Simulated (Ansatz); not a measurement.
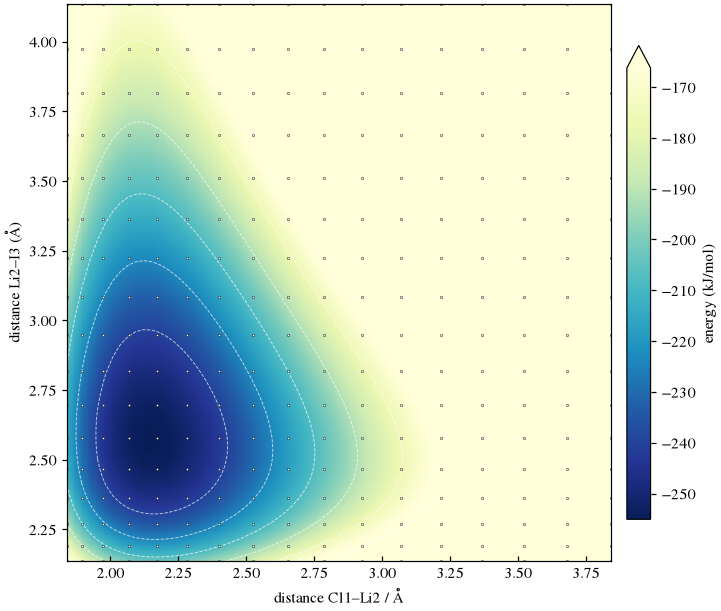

The system Cl⁻ + LiI. The first coordinate is: distance Cl1–Li2; the second: distance Li2–I3. Nothing is relaxed (the angle Cl1–Li2–I3 is fixed at 180 degrees). The grid has 17 × 17 points. Energies: kJ/mol, counted from Cl with charge -1 far from the relaxed LiI (each part in its own basis). Level of theory: RKS PBE0-D4/def2-SVPD in Ansatz 0.2.0.

In the figure: a smooth colour map with a few white contour lines, dots at the grid points, one colour for all values above the top of the scale. Between grid points the surface is interpolated.

### Estimate the position of the minimum and the force constants in these coordinates.

The interpolated minimum is at distance Cl1–Li2 ≈ 2.149 Å, distance Li2–I3 ≈ 2.570 Å. The curvatures there are about 5.7 eV/Å² and 3.1 eV/Å², with a cross term of about 0.3 eV/Å². Round the minimum the two coordinates are weakly coupled (coupling 0.06 in units of the two stiffnesses). (1 eV is 96.5 kJ/mol.)
